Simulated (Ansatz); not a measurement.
**Geometry relaxation of SiHCl$_{2}$F**

The run: geometry relaxation of SiHCl$_{2}$F. Method and program: RKS PBE0/def2-SVP (Ansatz 0.2.0).

It belongs to a series of runs on one base structure; here: start relaxed. Figures and captions count atoms from 1; the log counts them from 0 in places.

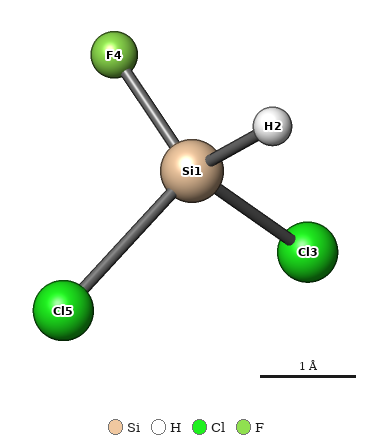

**Figure 1.** The starting structure (ball-and-stick view, seen at a tilt; atoms are numbered from 1 in the order of the input).

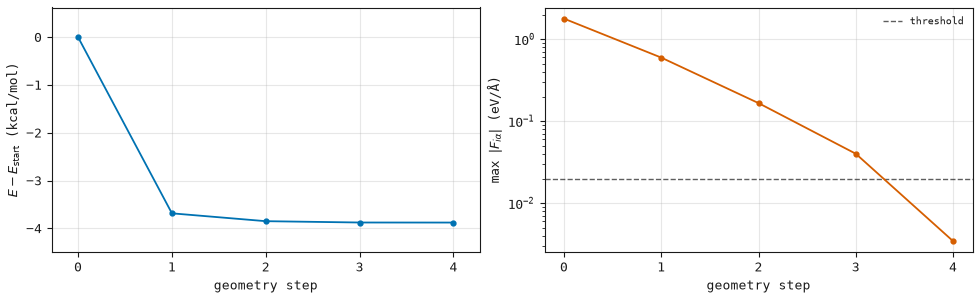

**Figure 2.** Progress of the relaxation, step by step (the first geometry is step 0 here and step 1 in the log).

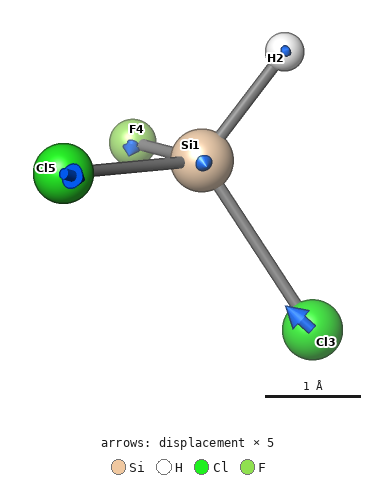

**Figure 3.** The starting structure with the displacements as blue arrows, magnified 5 times (ball-and-stick view, seen at a tilt). The two geometries are laid on each other by the best rigid fit. The energy falls by 3.88 kcal/mol in 4 geometry steps. Largest force component: 1.8 eV/Å at the start, 0.0035 eV/Å at the end. Cl3 moves most after the best rigid fit: 0.078 Å. By element the largest moves are Cl 0.078 Å, Si 0.036 Å, F 0.036 Å, H 0.016 Å. Among the contacts that change: Si1–Cl3 2.130 → 2.038 Å, Si1–F4 1.589 → 1.609 Å, Si1–H2 1.460 → 1.473 Å. (Atoms are counted from 1 in the order of the input.)

The input that produced these results follows, with the program's output.

## Input file
```yaml
crystal:
  periodic: [false, false, false]
  atoms:
    - { symbol: Si, position_ang: [0.0, 0.0, 0.0] }
    - { symbol: H, position_ang: [0.0, 0.0, 1.46] }
    - { symbol: Cl, position_ang: [2.0086, 0.0, -0.7093] }
    - { symbol: F, position_ang: [-0.7489, 1.2974, -0.5295] }
    - { symbol: Cl, position_ang: [-1.0032, -1.7381, -0.7093] }
basis:
  gaussian: { orbitals: def2-SVP }
hamiltonian:
  xc: pbe0
relax:
  f_tol: 0.02
  max_steps: 40
```

Run as:
```bash
ansatz run input.yaml --threads 1 --pin off --max-ram 2048MiB --backend cpu --events-out ev --progress --plain --runs-dir out
```

## Output
```
The last accepted step is kept in [file] (removed where the run ends without a failure and the disk answers)
Engine: ansatz 0.2.0, aarch64-unknown-linux-gnu
Functional definition: PBE0
  parameter a = 0.25
  parameter kappa = 0.804
  parameter beta = 0.06672455060314922
  exchange = (1 - a)*pbe_x(kappa = kappa, mu = beta*pi^2/3) + a*exact_x
  correlation = pbe_c(beta = beta)
709 factors; integrals over basis functions are off by at most 2.6e-4 eV
mean field evaluation 1: about -35632.1212 eV, gradient 2.9e1 eV
mean field evaluation 2: about -35630.4024 eV, gradient 4.5e1 eV
mean field evaluation 4: about -35633.5864 eV, gradient 1.0e0 eV
mean field evaluation 8: about -35633.5921 eV, gradient 4.2e-3 eV
mean field -35633.59210095 eV, -1309.5103563938 hartree, gradient 3.0e-5 eV, S^2 0.000000; 0 other end points of the search recorded, 0 dependent functions left out
the calculation of the forces begins
reference -35633.59211976 eV, -1309.5103570848 hartree; 29, 29 occupied and 44, 44 virtual orbitals, 709 factors
relax step   1: F+E_penalty+E_count = -35633.59210095 eV  Δ(F+E_penalty+E_count) = +0.000e0 eV  max|allowed force component| = 1.788e0 eV/Å  Δτ_max = 0.0000 Å  (22 SCF iters, accepted)
these checks for a lower state are left out or cut short: starts, cluster_reference, orbital_swaps, neighbouring_geometries, increment
709 factors; integrals over basis functions are off by at most 2.5e-4 eV
mean field evaluation 16: about -35633.7519 eV, gradient 7.3e-2 eV
mean field -35633.75192351 eV, -1309.5162297646 hartree, gradient 5.1e-5 eV, S^2 0.000000; 0 other end points of the search recorded, 0 dependent functions left out
the calculation of the forces begins
reference -35633.75194222 eV, -1309.5162304521 hartree; 29, 29 occupied and 44, 44 virtual orbitals, 709 factors
relax step   2: F+E_penalty+E_count = -35633.75192351 eV  Δ(F+E_penalty+E_count) = -1.598e-1 eV  max|allowed force component| = 5.982e-1 eV/Å  Δτ_max = 0.0823 Å  (23 SCF iters, accepted)
these checks for a lower state are left out or cut short: starts, cluster_reference, orbital_swaps, neighbouring_geometries, increment
709 factors; integrals over basis functions are off by at most 2.5e-4 eV
mean field -35633.75904331 eV, -1309.5164914121 hartree, gradient 2.4e-5 eV, S^2 0.000000; 0 other end points of the search recorded, 0 dependent functions left out
the calculation of the forces begins
reference -35633.75906198 eV, -1309.5164920982 hartree; 29, 29 occupied and 44, 44 virtual orbitals, 709 factors
relax step   3: F+E_penalty+E_count = -35633.75904331 eV  Δ(F+E_penalty+E_count) = -7.120e-3 eV  max|allowed force component| = 1.666e-1 eV/Å  Δτ_max = 0.0222 Å  (23 SCF iters, accepted)
these checks for a lower state are left out or cut short: starts, cluster_reference, orbital_swaps, neighbouring_geometries, increment
709 factors; integrals over basis functions are off by at most 2.6e-4 eV
mean field -35633.76024899 eV, -1309.5165357204 hartree, gradient 1.9e-5 eV, S^2 0.000000; 0 other end points of the search recorded, 0 dependent functions left out
the calculation of the forces begins
reference -35633.76026766 eV, -1309.5165364063 hartree; 29, 29 occupied and 44, 44 virtual orbitals, 709 factors
relax step   4: F+E_penalty+E_count = -35633.76024899 eV  Δ(F+E_penalty+E_count) = -1.206e-3 eV  max|allowed force component| = 4.018e-2 eV/Å  Δτ_max = 0.0065 Å  (24 SCF iters, accepted)
these checks for a lower state are left out or cut short: starts, cluster_reference, orbital_swaps, neighbouring_geometries, increment
709 factors; integrals over basis functions are off by at most 2.6e-4 eV
mean field evaluation 32: about -35633.7603 eV, gradient 4.0e-5 eV
mean field -35633.76029497 eV, -1309.5165374100 hartree, gradient 4.0e-5 eV, S^2 0.000000; 0 other end points of the search recorded, 0 dependent functions left out
the calculation of the forces begins
reference -35633.76031364 eV, -1309.5165380959 hartree; 29, 29 occupied and 44, 44 virtual orbitals, 709 factors
relax step   5: F+E_penalty+E_count = -35633.76029497 eV  Δ(F+E_penalty+E_count) = -4.598e-5 eV  max|allowed force component| = 3.453e-3 eV/Å  Δτ_max = 0.0018 Å  (18 SCF iters, accepted)
709 factors; integrals over basis functions are off by at most 2.6e-4 eV
mean field -35633.76029497 eV, -1309.5165374100 hartree, gradient 4.0e-5 eV, S^2 0.000000; 1 other end points of the search recorded, 0 dependent functions left out
the calculation of the forces begins
reference -35633.76031364 eV, -1309.5165380959 hartree; 29, 29 occupied and 44, 44 virtual orbitals, 709 factors
Total energy: -35633.76031364 eV, -1309.5165380959 hartree
Atom 0 at     0.018313    -0.031026     0.000430 Å, force     0.000942    -0.001644     0.001026 eV/Å
Atom 1 at     0.004537    -0.007515     1.473531 Å, force    -0.001617     0.002819    -0.003453 eV/Å
Atom 2 at     1.930705    -0.004429    -0.702928 Å, force    -0.001343    -0.000568    -0.000388 eV/Å
Atom 3 at    -0.736297     1.276107    -0.555817 Å, force     0.000857    -0.001476     0.003212 eV/Å
Atom 4 at    -0.960757    -1.673836    -0.703316 Å, force     0.001161     0.000869    -0.000397 eV/Å
Dipole moment:     0.038669    -0.067028     0.236644 e Å
```

## Trajectory as extended XYZ (Å, eV, eV/Å), 5 frames, from step=1 to step=5
```
5
Properties=species:S:1:pos:R:3:forces:R:3 step=1 energy=-35633.59210
Si    0.0000    0.0000    0.0000    1.0503  -1.7879  -0.8446
H     0.0000    0.0000    1.4600   -0.0027   0.0056   0.2515
Cl    2.0086    0.0000   -0.7093   -1.5409   0.0307   0.4547
F    -0.7489    1.2974   -0.5295   -0.2411   0.4188  -0.3098
Cl   -1.0032   -1.7381   -0.7093    0.7343   1.3328   0.4481
5
Properties=species:S:1:pos:R:3:forces:R:3 step=2 energy=-35633.75192
Si    0.0118   -0.0204    0.0148    0.3568  -0.5982  -0.2484
H     0.0026   -0.0040    1.4840   -0.0173   0.0277   0.0645
Cl    1.9272   -0.0115   -0.7138   -0.1689   0.0319   0.1330
F    -0.7323    1.2695   -0.5590   -0.2225   0.3827  -0.0795
Cl   -0.9528   -1.6744   -0.7142    0.0518   0.1560   0.1304
5
Properties=species:S:1:pos:R:3:forces:R:3 step=3 energy=-35633.75904
Si    0.0180   -0.0302   -0.0042    0.0610  -0.1089   0.1555
H     0.0075   -0.0128    1.4682   -0.0104   0.0191   0.0170
Cl    1.9299    0.0004   -0.6973    0.0722  -0.0098  -0.0506
F    -0.7343    1.2726   -0.5573   -0.0957   0.1666  -0.0711
Cl   -0.9645   -1.6707   -0.6976   -0.0271  -0.0671  -0.0507
5
Properties=species:S:1:pos:R:3:forces:R:3 step=4 energy=-35633.76025
Si    0.0179   -0.0303    0.0000    0.0230  -0.0402   0.0121
H     0.0054   -0.0089    1.4729   -0.0054   0.0091   0.0008
Cl    1.9309   -0.0035   -0.7020   -0.0037  -0.0014  -0.0032
F    -0.7361    1.2757   -0.5566   -0.0171   0.0295  -0.0068
Cl   -0.9616   -1.6736   -0.7024    0.0032   0.0030  -0.0030
5
Properties=species:S:1:pos:R:3:forces:R:3 step=5 energy=-35633.76030
Si    0.0183   -0.0310    0.0004    0.0009  -0.0016   0.0010
H     0.0045   -0.0075    1.4735   -0.0016   0.0028  -0.0035
Cl    1.9307   -0.0044   -0.7029   -0.0013  -0.0006  -0.0004
F    -0.7363    1.2761   -0.5558    0.0009  -0.0015   0.0032
Cl   -0.9608   -1.6738   -0.7033    0.0012   0.0009  -0.0004
```

## Summary

```csv
quantity,value
outcome,converged
total energy,−35633.7603 eV
mean-field energy,−35633.7603 eV
largest force (length of the vector) at the end,0.005 eV/Å
hardware,"1 thread of Arm Neoverse V2, 24 GiB of memory available, shared host"
wall time,10 s
peak memory,0.14 GiB
```
